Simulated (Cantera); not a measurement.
Feed: 1 mol Al, 1.5 mol Br2, 0.054 mol O2, equilibrated at 5800 Pa.

Method: chemical equilibrium by Gibbs-energy minimisation in Cantera with the NASA 1993 tables (ideal gas, pure condensed phases). Candidate condensed phases: Al, AlBr3, Al2O3, Br2; 14 gas species. Kinetics and transport are ignored.

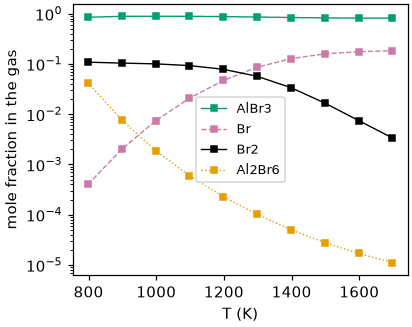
*Equilibrium gas composition (values under 1e-9 drawn at 1e-9)*

From 798 K to 1698 K the condensed part is Al2O3(s). The main Al-bearing gas is AlBr3 throughout.
